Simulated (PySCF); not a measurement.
# Geometry relaxation, with input and output: Li2 (charge −1) (part 2 of 2)

Li2, charge −1, multiplicity 4; ROKS-olyp/cc-pcvdz, optimize (PySCF 2.14.0). 

Geometry of the input (Å):
```
Li 0.0000  0.0000  0.0000
Li 0.0000  0.0000  2.8040
```

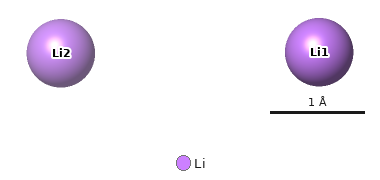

Figure 1. The starting structure (ball-and-stick view, seen at a tilt; atoms are numbered from 1 in the order of the input).

### What the program printed, continued
```
Geometry optimization cycle 4
Cartesian coordinates (Angstrom)
 Atom        New coordinates             dX        dY        dZ
  Li  -0.000000   0.000000  -0.194753   -0.000000  0.000000 -0.038539
  Li   0.000000  -0.000000   2.998753    0.000000 -0.000000  0.038539
New geometry
   1 Li    -0.000000000000   0.000000000000  -0.194752738889 AA   -0.000000000000   0.000000000000  -0.368029338509 Bohr
   2 Li     0.000000000000  -0.000000000000   2.998752738889 AA    0.000000000000  -0.000000000000   5.666821391789 Bohr

******** <class 'pyscf.scf.hf.SecondOrderDFROKS_Scanner'> ********
method = SecondOrderDFROKS_Scanner
initial guess = minao
damping factor = 0
level_shift factor = 0
DIIS = <class 'pyscf.scf.diis.CDIIS'>
diis_start_cycle = 1
diis_space = 8
diis_damp = 0
SCF conv_tol = 1e-09
SCF conv_tol_grad = None
SCF max_cycles = 50
direct_scf = False
num. doubly occ = 2  num. singly occ = 3
XC library pyscf.dft.libxc version 7.0.0
    S. Lehtola, C. Steigemann, M. J.T. Oliveira, and M. A.L. Marques.,  SoftwareX 7, 1–5 (2018)
XC functionals = olyp
    N. C. Handy and A. J. Cohen.,  Mol. Phys. 99, 403 (2001)
    C. Lee, W. Yang, and R. G. Parr.,  Phys. Rev. B 37, 785 (1988)
    B. Miehlich, A. Savin, H. Stoll, and H. Preuss.,  Chem. Phys. Lett. 157, 200 (1989)
radial grids:
    Treutler-Ahlrichs [JCP 102, 346 (1995); DOI:10.1063/1.469408] (M4) radial grids

becke partition: Becke, JCP 88, 2547 (1988); DOI:10.1063/1.454033
pruning grids: <function nwchem_prune>
grids dens level: 3
symmetrized grids: False
atomic radii adjust function: <function treutler_atomic_radii_adjust>
small_rho_cutoff = 0
******** <class 'pyscf.df.df_jk.DFROKS'> Newton solver flags ********
SCF tol = 1e-09
conv_tol_grad = None
max. SCF cycles = 50
direct_scf = False
max_cycle_inner = 12
max_stepsize = 0.05
ah_start_tol = 1e+09
ah_level_shift = 0
ah_conv_tol = 1e-12
ah_lindep = 1e-14
ah_start_cycle = 1
ah_max_cycle = 40
ah_grad_trust_region = 2.5
kf_interval = 4
kf_trust_region = 5
canonicalization = True
Set conv_tol_grad to 3.16228e-05
tot grids = 27448
  HOMO = 0.0800718195940939  LUMO = 0.0817687344867579  gap/eV = 0.04618
Initial guess E= -14.9705320442356  |g|= 0.00253336
macro= 0  E= -14.9705657834608  delta_E= -3.37392e-05  |g|= 0.000207447  2 KF 8 JK
macro= 1  E= -14.9705657834608  delta_E= -4.61853e-14  |g|= 2.89433e-06  1 KF 2 JK
Canonicalize SCF orbitals
macro X = 2  E=-14.9705657834608  |g|= 2.89433e-06  total 4 KF 13 JK
converged SCF energy = -14.9705657834608

******** <class 'pyscf.grad.rhf.Gradients_Scanner'> for <class 'pyscf.scf.hf.SecondOrderDFROKS_Scanner'> ********
unit = Eh/Bohr
grid_response = True
--------------- SecondOrderDFROKS_Scanner gradients ---------------
         x                y                z
0 Li    -0.0000000000     0.0000000000     0.0002487485
1 Li     0.0000000000    -0.0000000000    -0.0002487485
----------------------------------------------
cycle 4: E = -14.9705657835  dE = -8.23215e-05  norm(grad) = 0.000351784
Step    3 : Displace = 3.854e-02/3.854e-02 (rms/max) Trust = 2.000e-01 (+) Grad = 2.487e-04/2.487e-04 (rms/max) E (change) = -14.9705657835 (-8.232e-05) Quality = 1.253
Hessian Eigenvalues: 4.48639e-03 5.00000e-02 5.00000e-02 ... 5.00000e-02 5.00000e-02 5.00000e-02

Geometry optimization cycle 5
Cartesian coordinates (Angstrom)
 Atom        New coordinates             dX        dY        dZ
  Li  -0.000000   0.000000  -0.209423    0.000000 -0.000000 -0.014670
  Li   0.000000  -0.000000   3.013423   -0.000000  0.000000  0.014670
New geometry
   1 Li    -0.000000000000   0.000000000000  -0.209422881750 AA   -0.000000000000   0.000000000000  -0.395751890725 Bohr
   2 Li     0.000000000000  -0.000000000000   3.013422881750 AA    0.000000000000  -0.000000000000   5.694543944005 Bohr

******** <class 'pyscf.scf.hf.SecondOrderDFROKS_Scanner'> ********
method = SecondOrderDFROKS_Scanner
initial guess = minao
damping factor = 0
level_shift factor = 0
DIIS = <class 'pyscf.scf.diis.CDIIS'>
diis_start_cycle = 1
diis_space = 8
diis_damp = 0
SCF conv_tol = 1e-09
SCF conv_tol_grad = None
SCF max_cycles = 50
direct_scf = False
num. doubly occ = 2  num. singly occ = 3
XC library pyscf.dft.libxc version 7.0.0
    S. Lehtola, C. Steigemann, M. J.T. Oliveira, and M. A.L. Marques.,  SoftwareX 7, 1–5 (2018)
XC functionals = olyp
    N. C. Handy and A. J. Cohen.,  Mol. Phys. 99, 403 (2001)
    C. Lee, W. Yang, and R. G. Parr.,  Phys. Rev. B 37, 785 (1988)
    B. Miehlich, A. Savin, H. Stoll, and H. Preuss.,  Chem. Phys. Lett. 157, 200 (1989)
radial grids:
    Treutler-Ahlrichs [JCP 102, 346 (1995); DOI:10.1063/1.469408] (M4) radial grids

becke partition: Becke, JCP 88, 2547 (1988); DOI:10.1063/1.454033
pruning grids: <function nwchem_prune>
grids dens level: 3
symmetrized grids: False
atomic radii adjust function: <function treutler_atomic_radii_adjust>
small_rho_cutoff = 0
******** <class 'pyscf.df.df_jk.DFROKS'> Newton solver flags ********
SCF tol = 1e-09
conv_tol_grad = None
max. SCF cycles = 50
direct_scf = False
max_cycle_inner = 12
max_stepsize = 0.05
ah_start_tol = 1e+09
ah_level_shift = 0
ah_conv_tol = 1e-12
ah_lindep = 1e-14
ah_start_cycle = 1
ah_max_cycle = 40
ah_grad_trust_region = 2.5
kf_interval = 4
kf_trust_region = 5
canonicalization = True
Set conv_tol_grad to 3.16228e-05
tot grids = 27448
  HOMO = 0.083445541135344  LUMO = 0.0847914868303171  gap/eV = 0.03663
Initial guess E= -14.9705690764127  |g|= 0.000915058
macro= 0  E= -14.9705734941362  delta_E= -4.41772e-06  |g|= 7.07698e-05  2 KF 7 JK
macro= 1  E= -14.9705734941362  delta_E= 1.77636e-14  |g|= 6.16475e-06  1 KF 2 JK
Canonicalize SCF orbitals
macro X = 2  E=-14.9705734941362  |g|= 6.16475e-06  total 4 KF 12 JK
converged SCF energy = -14.9705734941362

******** <class 'pyscf.grad.rhf.Gradients_Scanner'> for <class 'pyscf.scf.hf.SecondOrderDFROKS_Scanner'> ********
unit = Eh/Bohr
grid_response = True
--------------- SecondOrderDFROKS_Scanner gradients ---------------
         x                y                z
0 Li    -0.0000000000     0.0000000000     0.0000318534
1 Li     0.0000000000    -0.0000000000    -0.0000318534
----------------------------------------------
cycle 5: E = -14.9705734941  dE = -7.71068e-06  norm(grad) = 4.50475e-05
Step    4 : Displace = 1.467e-02/1.467e-02 (rms/max) Trust = 2.828e-01 (+) Grad = 3.185e-05/3.185e-05 (rms/max) E (change) = -14.9705734941 (-7.711e-06) Quality = 1.118
Hessian Eigenvalues: 3.91189e-03 5.00000e-02 5.00000e-02 ... 5.00000e-02 5.00000e-02 5.00000e-02

Geometry optimization cycle 6
Cartesian coordinates (Angstrom)
 Atom        New coordinates             dX        dY        dZ
  Li   0.000000  -0.000000  -0.211577    0.000000 -0.000000 -0.002154
  Li  -0.000000   0.000000   3.015577   -0.000000  0.000000  0.002154
New geometry
   1 Li     0.000000000000  -0.000000000000  -0.211577348017 AA    0.000000000000  -0.000000000000  -0.399823241914 Bohr
   2 Li    -0.000000000000   0.000000000000   3.015577348017 AA   -0.000000000000   0.000000000000   5.698615295194 Bohr

******** <class 'pyscf.scf.hf.SecondOrderDFROKS_Scanner'> ********
method = SecondOrderDFROKS_Scanner
initial guess = minao
damping factor = 0
level_shift factor = 0
DIIS = <class 'pyscf.scf.diis.CDIIS'>
diis_start_cycle = 1
diis_space = 8
diis_damp = 0
SCF conv_tol = 1e-09
SCF conv_tol_grad = None
SCF max_cycles = 50
direct_scf = False
num. doubly occ = 2  num. singly occ = 3
XC library pyscf.dft.libxc version 7.0.0
    S. Lehtola, C. Steigemann, M. J.T. Oliveira, and M. A.L. Marques.,  SoftwareX 7, 1–5 (2018)
XC functionals = olyp
    N. C. Handy and A. J. Cohen.,  Mol. Phys. 99, 403 (2001)
    C. Lee, W. Yang, and R. G. Parr.,  Phys. Rev. B 37, 785 (1988)
    B. Miehlich, A. Savin, H. Stoll, and H. Preuss.,  Chem. Phys. Lett. 157, 200 (1989)
radial grids:
    Treutler-Ahlrichs [JCP 102, 346 (1995); DOI:10.1063/1.469408] (M4) radial grids

becke partition: Becke, JCP 88, 2547 (1988); DOI:10.1063/1.454033
pruning grids: <function nwchem_prune>
grids dens level: 3
symmetrized grids: False
atomic radii adjust function: <function treutler_atomic_radii_adjust>
small_rho_cutoff = 0
******** <class 'pyscf.df.df_jk.DFROKS'> Newton solver flags ********
SCF tol = 1e-09
conv_tol_grad = None
max. SCF cycles = 50
direct_scf = False
max_cycle_inner = 12
max_stepsize = 0.05
ah_start_tol = 1e+09
ah_level_shift = 0
ah_conv_tol = 1e-12
ah_lindep = 1e-14
ah_start_cycle = 1
ah_max_cycle = 40
ah_grad_trust_region = 2.5
kf_interval = 4
kf_trust_region = 5
canonicalization = True
Set conv_tol_grad to 3.16228e-05
tot grids = 27448
  HOMO = 0.0850669120715608  LUMO = 0.0862140972885523  gap/eV = 0.03122
Initial guess E= -14.9705735375539  |g|= 0.000131983
macro= 0  E= -14.970573629486  delta_E= -9.19321e-08  |g|= 1.35107e-05  2 KF 6 JK
macro= 1  E= -14.970573629486  delta_E= 1.06581e-14  |g|= 7.44323e-06  1 KF 2 JK
Canonicalize SCF orbitals
macro X = 2  E=-14.970573629486  |g|= 7.44323e-06  total 4 KF 11 JK
converged SCF energy = -14.970573629486

******** <class 'pyscf.grad.rhf.Gradients_Scanner'> for <class 'pyscf.scf.hf.SecondOrderDFROKS_Scanner'> ********
unit = Eh/Bohr
grid_response = True
--------------- SecondOrderDFROKS_Scanner gradients ---------------
         x                y                z
0 Li    -0.0000000000     0.0000000000     0.0000013327
1 Li     0.0000000000    -0.0000000000    -0.0000013327
----------------------------------------------
cycle 6: E = -14.9705736295  dE = -1.3535e-07  norm(grad) = 1.88478e-06
Step    5 : Displace = 2.154e-03/2.154e-03 (rms/max) Trust = 3.000e-01 (+) Grad = 1.333e-06/1.333e-06 (rms/max) E (change) = -14.9705736295 (-1.353e-07) Quality = 1.044
Hessian Eigenvalues: 3.74822e-03 5.00000e-02 5.00000e-02 ... 5.00000e-02 5.00000e-02 5.00000e-02

Geometry optimization cycle 7
Cartesian coordinates (Angstrom)
 Atom        New coordinates             dX        dY        dZ
  Li   0.000000  -0.000000  -0.211671    0.000000 -0.000000 -0.000094
  Li  -0.000000   0.000000   3.015671   -0.000000  0.000000  0.000094
New geometry
   1 Li     0.000000000000  -0.000000000000  -0.211671426856 AA    0.000000000000  -0.000000000000  -0.400001025154 Bohr
   2 Li    -0.000000000000   0.000000000000   3.015671426856 AA   -0.000000000000   0.000000000000   5.698793078435 Bohr

******** <class 'pyscf.scf.hf.SecondOrderDFROKS_Scanner'> ********
method = SecondOrderDFROKS_Scanner
initial guess = minao
damping factor = 0
level_shift factor = 0
DIIS = <class 'pyscf.scf.diis.CDIIS'>
diis_start_cycle = 1
diis_space = 8
diis_damp = 0
SCF conv_tol = 1e-09
SCF conv_tol_grad = None
SCF max_cycles = 50
direct_scf = False
num. doubly occ = 2  num. singly occ = 3
XC library pyscf.dft.libxc version 7.0.0
    S. Lehtola, C. Steigemann, M. J.T. Oliveira, and M. A.L. Marques.,  SoftwareX 7, 1–5 (2018)
XC functionals = olyp
    N. C. Handy and A. J. Cohen.,  Mol. Phys. 99, 403 (2001)
    C. Lee, W. Yang, and R. G. Parr.,  Phys. Rev. B 37, 785 (1988)
    B. Miehlich, A. Savin, H. Stoll, and H. Preuss.,  Chem. Phys. Lett. 157, 200 (1989)
radial grids:
    Treutler-Ahlrichs [JCP 102, 346 (1995); DOI:10.1063/1.469408] (M4) radial grids

becke partition: Becke, JCP 88, 2547 (1988); DOI:10.1063/1.454033
pruning grids: <function nwchem_prune>
grids dens level: 3
symmetrized grids: False
atomic radii adjust function: <function treutler_atomic_radii_adjust>
small_rho_cutoff = 0
******** <class 'pyscf.df.df_jk.DFROKS'> Newton solver flags ********
SCF tol = 1e-09
conv_tol_grad = None
max. SCF cycles = 50
direct_scf = False
max_cycle_inner = 12
max_stepsize = 0.05
ah_start_tol = 1e+09
ah_level_shift = 0
ah_conv_tol = 1e-12
ah_lindep = 1e-14
ah_start_cycle = 1
ah_max_cycle = 40
ah_grad_trust_region = 2.5
kf_interval = 4
kf_trust_region = 5
canonicalization = True
Set conv_tol_grad to 3.16228e-05
tot grids = 27448
  HOMO = 0.0853302406937146  LUMO = 0.0864429042273683  gap/eV = 0.03028
Initial guess E= -14.9705736295878  |g|= 5.74909e-06
macro= 0  E= -14.9705736296318  delta_E= -4.40039e-11  |g|= 5.74909e-06  1 KF 2 JK
Canonicalize SCF orbitals
macro X = 1  E=-14.9705736296318  |g|= 5.74909e-06  total 2 KF 4 JK
converged SCF energy = -14.9705736296318

******** <class 'pyscf.grad.rhf.Gradients_Scanner'> for <class 'pyscf.scf.hf.SecondOrderDFROKS_Scanner'> ********
unit = Eh/Bohr
grid_response = True
--------------- SecondOrderDFROKS_Scanner gradients ---------------
         x                y                z
0 Li     0.0000000000    -0.0000000000    -0.0000002303
1 Li    -0.0000000000     0.0000000000     0.0000002303
----------------------------------------------
cycle 7: E = -14.9705736296  dE = -1.45775e-10  norm(grad) = 3.2568e-07
```

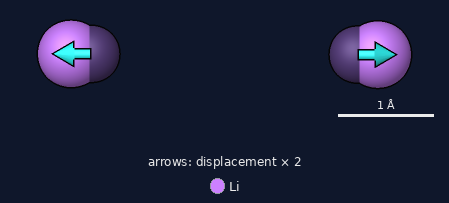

Figure 2. Start (faint) and end (solid) with the displacements as teal arrows, magnified 2 times (ball-and-stick view, seen at a tilt). The two geometries are laid on each other by the best rigid fit. The largest moves after the best rigid fit, 0.21 Å, are those of Li1 and Li2. (Atoms are counted from 1 in the order of the input.)

```
Step    6 : Displace = 9.408e-05/9.408e-05 (rms/max) Trust = 3.000e-01 (=) Grad = 2.303e-07/2.303e-07 (rms/max) E (change) = -14.9705736296 (-1.458e-10) Quality = 0.615
Hessian Eigenvalues: 3.74822e-03 5.00000e-02 5.00000e-02 ... 5.00000e-02 5.00000e-02 5.00000e-02
Converged! =D

    #| If this code has benefited your research, please support us by citing: |#
    #| Wang, L.-P.; Song, C.C. (2016) "Geometry optimization made simple with |#
    #| translation and rotation coordinates", J. Chem, Phys. 144, 214108.     |#
    #|                                     |#
optimised geometry (angstrom)
Li          0.00000000       -0.00000000       -0.21167143
Li         -0.00000000        0.00000000        3.01567143
orbital energies (hartree): [-1.7492 -1.749   0.0129  0.063   0.0857  0.0857  0.0916  0.1221]
```

### Results in brief

- outcome: converged
- SCF energy at the first geometry: −14.968852 hartree
- wall time: 17 s
